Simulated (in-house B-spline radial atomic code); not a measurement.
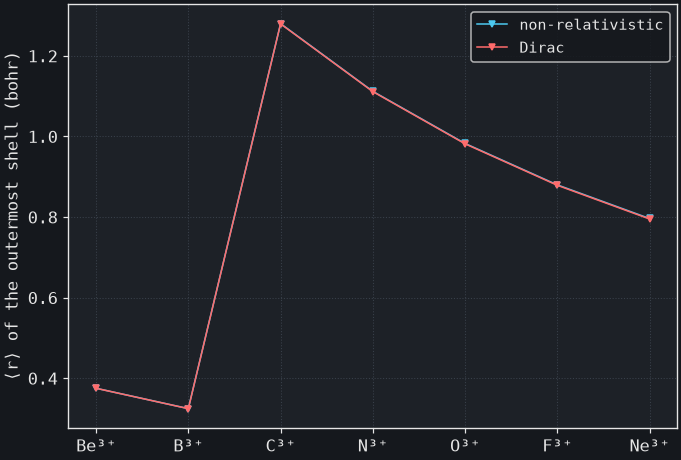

The effect of relativity on the mean radius of the outermost shell, taken as the one with the largest non-relativistic radius (j-weighted means). System: Be³⁺, B³⁺, C³⁺, N³⁺, O³⁺, F³⁺ and Ne³⁺. Level of theory: Hartree–Fock, non-relativistic against Dirac–Coulomb; calculated with a radial B-spline solver.

Q: Which outermost shell contracts most?

A: Ne³⁺ (2s, 0.796 to 0.795 bohr, −0.16 %).

Q: Does any expand?

A: No.
